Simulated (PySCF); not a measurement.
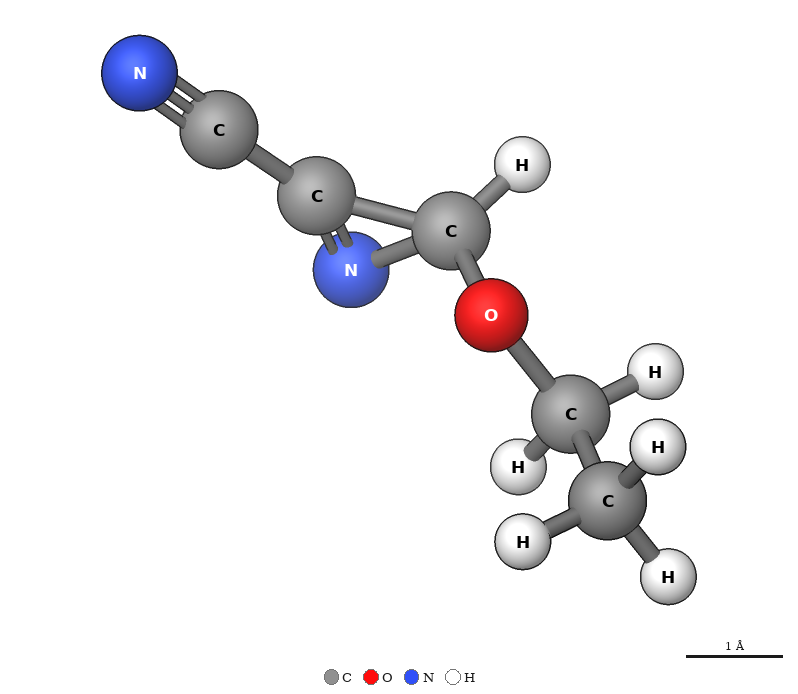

The picture shows a molecular structure as a ball-and-stick model. Multiple sticks mark multiple bonds (one Kekulé form).

The geometry was computed by an optimisation with GFN2-xTB. No frequency run is at hand to confirm it as a minimum.

Give the formula.

Answer. C5H6N2O, 14 atoms: 5 carbon, 6 hydrogen, 2 nitrogen and 1 oxygen.

How many bonds of each kind are drawn?

Answer. 6 C–H, 3 C–C, 3 C–N, 2 C–O.

Name functional groups in it.

Answer. Among them: ether, nitrile, imine.

What is its SMILES?

Answer. CCO[C@H]1N=C1C#N

Which point group does it belong to?

Answer. C1.

The parts below concern this one geometry. Atoms keep their numbers from picture to picture.

Geometry

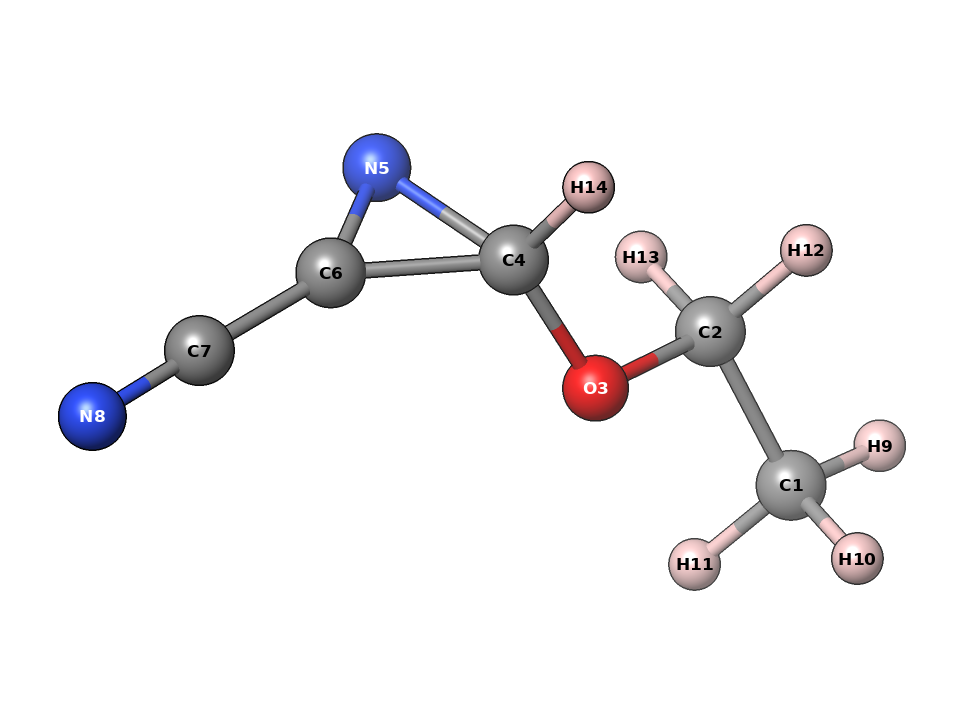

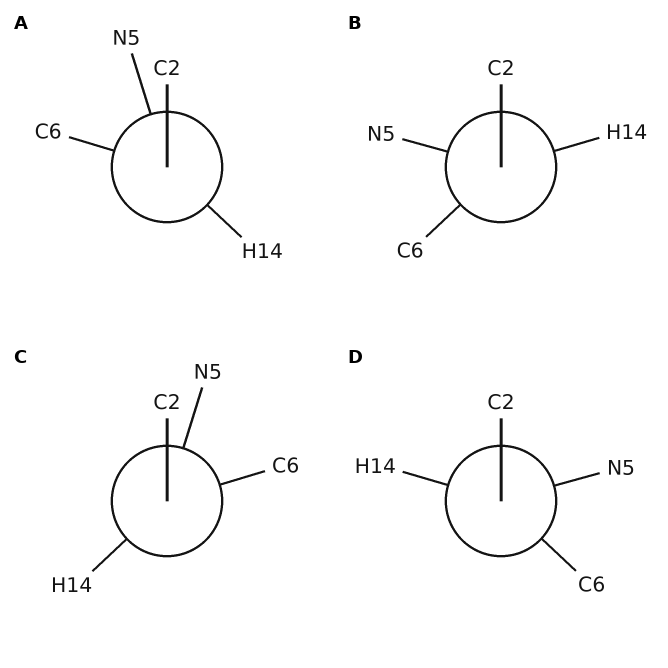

Depth is shown by fading: the farther an atom, the more it takes the colour of the background. Bonds that would overlap in a projection are set slightly apart. No frequency run is at hand to confirm it as a minimum.

Which Newman projection shows the view along O3–C4, with O3 in front?

Answer. D. The torsion angle C2–O3–C4–N5 is 74°, synclinal (gauche).

Electronic properties

No frequency run is at hand to confirm it as a minimum. Method: PBE0/def2-SVPD, gas phase (PySCF 2.14.0). Excitations: vertical, linear response.

What is the dipole moment?

Answer. 3.52 D.

Estimate the brightest of the 6 lowest singlets.

Answer. 6.88 eV.

What is the lowest vertical singlet excitation?

Answer. 3.77 eV.

Give the LUMO energy (Kohn–Sham orbital) at this level.

Answer. −2.77 eV.

Bond orders

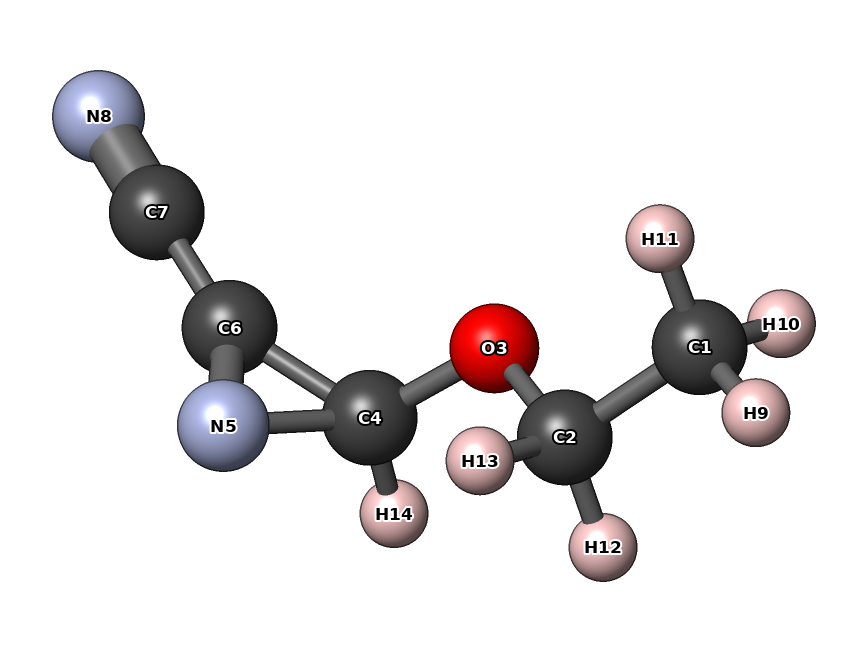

The thickness of each stick grows with its Mayer bond order. No frequency run is at hand to confirm it as a minimum. Level of theory: PBE0/pcSseg-1 (PySCF 2.14.0).

Which bond has the highest Mayer bond order?

Answer. C7–N8, 2.95, at a length of 1.148 Å.

List the Mayer bond orders of C1–C2, C1–H9, C1–H10, C1–H11, C2–O3, C2–H12, C2–H13, O3–C4, C4–N5, C4–C6, C4–H14, N5–C6, C6–C7, C7–N8.

```
  bond  Mayer order  length (Å)
 C1–C2         1.08       1.517
 C1–H9         0.96       1.086
C1–H10         0.96       1.086
C1–H11         0.96       1.086
 C2–O3         0.87       1.428
C2–H12         0.94       1.099
C2–H13         0.94       1.098
 O3–C4         1.03       1.369
 C4–N5         0.95       1.482
 C4–C6         0.94       1.463
C4–H14         0.93       1.089
 N5–C6         1.73       1.267
 C6–C7         1.00       1.379
 C7–N8         2.95       1.148
```

Charges

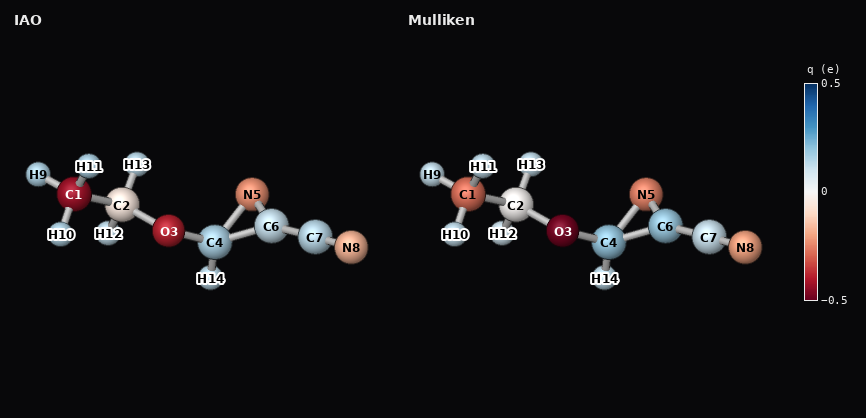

Atomic charges of one calculation by 2 schemes, on one colour scale. No frequency run is at hand to confirm it as a minimum. Level of theory: PBE0/pcSseg-1 (PySCF 2.14.0).

On which atom do the schemes disagree most?

Answer. On C1 (from −0.42 to −0.27 e).

List the charges (e), one line for each set of equivalent atoms.

```json
{"atom": "C1", "IAO": "−0.42", "Mulliken": "−0.27"}
{"atom": "C2", "IAO": "−0.05", "Mulliken": "−0.01"}
{"atom": "O3", "IAO": "−0.39", "Mulliken": "−0.48"}
{"atom": "C4", "IAO": "0.16", "Mulliken": "0.19"}
{"atom": "N5", "IAO": "−0.23", "Mulliken": "−0.25"}
{"atom": "C6", "IAO": "0.12", "Mulliken": "0.19"}
{"atom": "C7", "IAO": "0.14", "Mulliken": "0.11"}
{"atom": "N8", "IAO": "−0.17", "Mulliken": "−0.20"}
{"atom": "H9", "IAO": "0.15", "Mulliken": "0.12"}
{"atom": "H10", "IAO": "0.15", "Mulliken": "0.12"}
{"atom": "H11", "IAO": "0.15", "Mulliken": "0.12"}
{"atom": "H12", "IAO": "0.12", "Mulliken": "0.10"}
{"atom": "H13", "IAO": "0.13", "Mulliken": "0.12"}
{"atom": "H14", "IAO": "0.13", "Mulliken": "0.13"}
```

Mulliken values depend strongly on the basis set and can even reverse the polarity of a bond.
